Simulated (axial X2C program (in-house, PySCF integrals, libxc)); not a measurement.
## Run report: PbCl⁻, relativistic diatomic calculation

PbCl⁻, single determinant with Ω = 0. Computed at this level: HF, two-component X2C with atomic mean-field Coulomb and Gaunt terms, Pb dyall-av3z, Cl dyall-av3z (cores contracted) (axial X2C program (in-house, PySCF integrals, libxc)).

**What the run reported**

| quantity | value |
| --- | --- |
| outcome | converged |
| bond length rₑ | 2.884 Å |
| ωₑ | 126.0 cm⁻¹ |
| energy at the minimum | −21347.08413 hartree |
| depth below the fragments | 0.47 eV |
| hardware | 1 CPU thread, shared host |
| wall time | 10 s |

**What is odd here**

One thing in this input was made odd on purpose: few virtuals (ecut = 0.5). The program ran to the end. Its numbers are those of the input as typed; this run alone doesn't show how far the oddity moves them. Hartree–Fock lacks correlation, so it usually binds too weakly.

**Input**
```
{"zs": [82, 17], "q": -1, "bas": ["dyall-av3z", "dyall-av3z"], "levels": ["PBE0", "HF", "M06", "TPSS"], "cc": false, "r0": 2.43, "npts": 10, "nst": 2, "ntry": 6, "opt": {"ecut": 0.5}}
```

The line is the task of a batch: nuclear charges, charge, bases, the levels to run, a first guess of the distance and further settings. This report covers HF with spin-orbit coupling. The log is that of the reference distance 2.742 Å.

The run was one of a batch that the task file lists, launched with:
```bash
python <driver script> task.json out
```

**The program's output**
```
two-component X2C + atomic mean field  HF
basis functions 224  fitting functions 1223  grid points 5086
iter        total energy     max residual
   1     -21347.044094167     8.97e-01
   2     -21347.082151099     1.00e-02
   3     -21347.083065886     8.53e-03
   4     -21347.083268097     1.28e-03
   5     -21347.083304672     1.42e-04
   6     -21347.083311303     8.60e-05
   7     -21347.083312636     5.82e-05
   8     -21347.083313296     3.86e-05
   9     -21347.083313565     2.33e-05
  10     -21347.083313698     9.39e-06
  11     -21347.083313730     1.75e-06
  12     -21347.083313732     4.12e-07
converged
one-electron -29752.93045454  Coulomb 8574.14622410  exact exchange -417.05737859  xc functional 0.00000000  nuclear repulsion 269.02736398  atomic mean-field constant -20.26906868
```

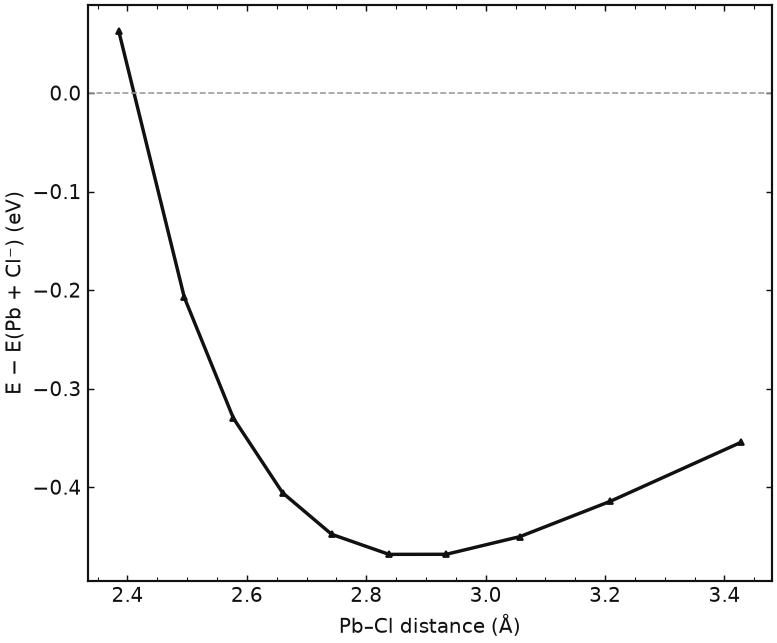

**Figure 1.** Energy at 10 bond lengths, for one set of occupations held fixed; the line joins the points. A polynomial of degree 6 through 9 points gives rₑ = 2.884 Å, ωₑ = 126.0 cm⁻¹, ωₑxₑ = 1.5 cm⁻¹ and Bₑ = 0.06772 cm⁻¹. The minimum lies 0.47 eV below Pb + Cl⁻, each computed as one determinant at the same level.
